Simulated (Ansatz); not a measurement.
# How liquid 62P2O5-12Al2O3-27MgO (mol %) changes with temperature

How do cells made at different temperatures differ in energy, pressure, forces, levels, charges and cost?

Computed with Ansatz 0.2.0: Kohn-Sham DFT, PBE, PAW (set soft_2). Every run is a single point, with the atoms held where the recipe put them (cutoff of the plane-wave runs 420 eV, fixed occupations).

First member: 141 atoms (32 P, 6 Al, 7 Mg, 96 O) placed at random at 2.48 g/cm³, melted at 4000 K for 10 ps at fixed volume with the Morse and Coulomb pair potential with partial charges (Pedone, Malavasi, Menziani, Cormack and Segre, J. Phys. Chem. B 110, 11780 (2006)). Snapshot at the end of a hold of 10 ps at 2550 K and fixed volume.

Last member: 141 atoms (32 P, 6 Al, 7 Mg, 96 O) placed at random at 2.48 g/cm³, melted at 4000 K for 10 ps at fixed volume with the Morse and Coulomb pair potential with partial charges (Pedone, Malavasi, Menziani, Cormack and Segre, J. Phys. Chem. B 110, 11780 (2006)). Snapshot at the end of a hold of 10 ps at 3300 K and fixed volume.

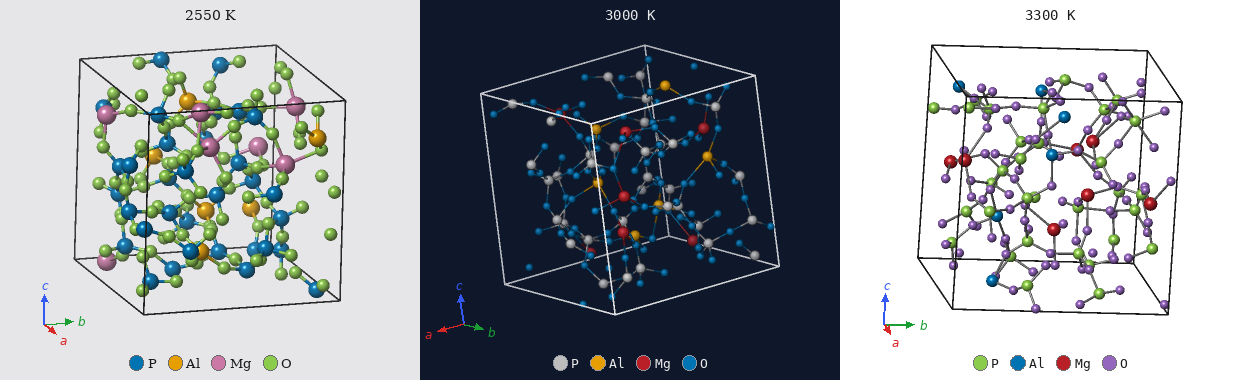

Three members of the series, labelled by temperature. Bonds to atoms that aren't drawn are left out. Some periodic images of atoms are drawn too.

The members:

| temperature (K) | reduced formula | atoms | valence electrons | k-mesh | basis | density (g/cm³) |
| --- | --- | --- | --- | --- | --- | --- |
| 2550 | Mg7Al6P32O96 | 141 | 824 | 1×1×1 | plane waves | 2.48 |
| 2790 | Mg7Al6P32O96 | 141 | 824 | 1×1×1 | plane waves | 2.48 |
| 3000 | Mg7Al6P32O96 | 141 | 824 | 1×1×1 | plane waves | 2.48 |
| 3300 | Mg7Al6P32O96 | 141 | 824 | 1×1×1 | plane waves | 2.48 |

Each cell is one sample from a classical run, so sample-to-sample scatter enters every column; pressures lack the kinetic term.

The input of the first member, without its atom lines; other members have their own cell and atoms, and may differ in mesh, basis and outputs:

```yaml
crystal:
  lattice:
    - [12.4168, 0.0, 0.0]
    - [0.0, 12.4168, 0.0]
    - [0.0, 0.0, 12.4168]
  atoms:
    [... 141 lines ...]
kpoints:
  mp_grid: { grid: [1, 1, 1] }
hamiltonian:
  xc: pbe
scf:
  occupations: { method: fixed }
output:
  forces: true
  stress: true
  populations: true
  dos:
    method: { smearing: { sigma: 0.1 } }
    de: 0.1
    projected: { site_lists: { Al: [Al], Mg: [Mg], O: [O], P: [P] } }
  eigenvalues: true
  write_density: true
  write_potential: true
  volumetric_format: npy
```

Results; charges are mean Löwdin charges in e:

| temperature (K) | energy less the first member's (meV/atom) | pressure (GPa) | r.m.s. force (eV/Å) | gap (eV) | q(Al) | q(Mg) | q(P) |
| --- | --- | --- | --- | --- | --- | --- | --- |
| 2550 | 0.0 | 2.39 | 2.59 | 0.0012 | +1.36 | +1.63 | +2.20 |
| 2790 | 26.8 | 4.15 | 2.76 | 0.560 | +1.40 | +1.63 | +2.20 |
| 3000 | 94.6 | 3.35 | 2.68 | 0.0951 | +1.36 | +1.65 | +2.19 |
| 3300 | 65.9 | 4.18 | 3.00 | 0.0845 | +1.40 | +1.65 | +2.18 |

The gap is that between the highest filled and lowest empty Kohn-Sham level on the run's k-points; tail or defect levels can set it, and semilocal functionals tend to put gaps under measured ones. The projection misses up to 0.096 e an atom, so the charges add up to more than the cell's charge.

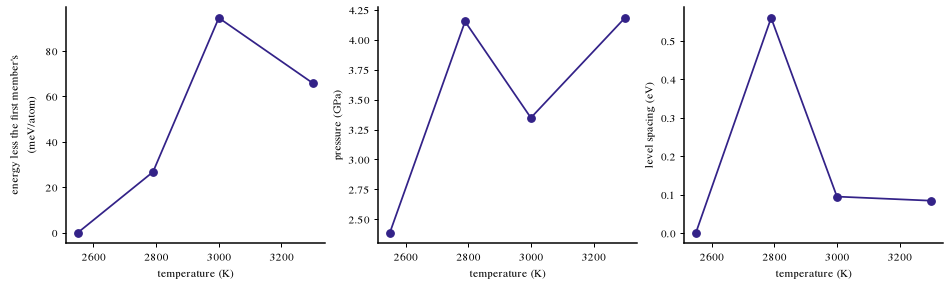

Results against temperature.

Cost on 8 threads of Arm Neoverse V2, shared host:

| temperature (K) | atoms | basis | k-mesh | SCF cycles | time | host memory (GiB) |
| --- | --- | --- | --- | --- | --- | --- |
| 2550 | 141 | plane waves | 1×1×1 | 60 | 1.8 min | 3.0 |
| 2790 | 141 | plane waves | 1×1×1 | 11 | 41 s | 3.0 |
| 3000 | 141 | plane waves | 1×1×1 | 17 | 48 s | 3.0 |
| 3300 | 141 | plane waves | 1×1×1 | 17 | 41 s | 3.0 |

Times include the outputs that each run asked for, on hosts shared with other jobs.

The energy against the first member is lowest at 2550 K (0.0 meV/atom) and highest at 3000 K (94.6 meV/atom); each member is a single configuration. The gap is lowest at 2550 K (0.0012 eV) and highest at 2790 K (0.56 eV), with no steady trend; in single samples it varies with the configuration. The mean charge on Al lies between +1.36 and +1.40 e, with no steady trend. The pressure lies between 2.4 and 4.2 GPa, with no steady trend.

Caveats: The network of bonds at the start is that of the classical potential that made the cell, and needn't be the one that DFT or experiment would give. At 2550, 3000 and 3300 the occupations were fixed although filled and empty levels nearly touch, so that state is doubtful. The cells aren't relaxed by DFT, which could reorder their energies.

Left out: runs at 3600 (not converged).

[Logs are printed without paths, hosts, clocks, repeated set-up lines and the standing remarks that a program may print on its own settings, such as how far it seeks lower states.]

[Hosts, paths, dates, database ids (printed as entryN), source tags and the programs' standing remarks are cut or masked in the printed files.]
